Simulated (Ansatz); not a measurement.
## A ladder of methods for C2H9NSi (SMILES CN(C)[SiH3])

C2H9NSi: 13 atoms, total charge 0, spin state singlet. As SMILES, `CN(C)[SiH3]`. The shape is that of a PBE0-D4/def2-TZVP optimisation.

Each level gives the HOMO–LUMO gap (eV). The values are calculated.

| level | kind | program | value (eV) | CPU time |
| --- | --- | --- | --- | --- |
| SVWN5/6-31G* (spherical functions) | LDA | Ansatz | 4.83 | 2.4 s |
| BLYP/6-31G* (spherical functions) | GGA | Ansatz | 5.07 | 3.5 s |
| PBE/6-31G* (spherical functions) | GGA | Ansatz | 5.04 | 3.5 s |
| r2SCAN/6-31G* (spherical functions) | meta-GGA | Ansatz | 5.75 | 5.7 s |
| B3LYP/6-31G* (spherical functions) | global hybrid | Ansatz | 6.84 | 4.3 s |
| PBE0/6-31G* (spherical functions) | global hybrid | Ansatz | 7.26 | 4.4 s |
| B3LYP/6-31G* (Cartesian functions) | global hybrid | Ansatz | 6.82 | 4.5 s |
| wB97M-V/6-31G* (spherical functions) | range-separated hybrid | Ansatz | 11.31 | 34 s |

The values span 4.83 to 11.31 eV. Orbital gaps aren't excitation energies; they tend to grow with the share of exact exchange. Times are those of the runs behind each value, whatever else they computed, on shared processors of several kinds: orders of magnitude only.

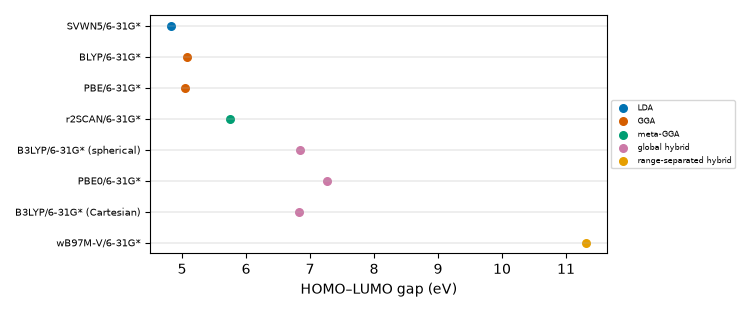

The values of the table, level by level.
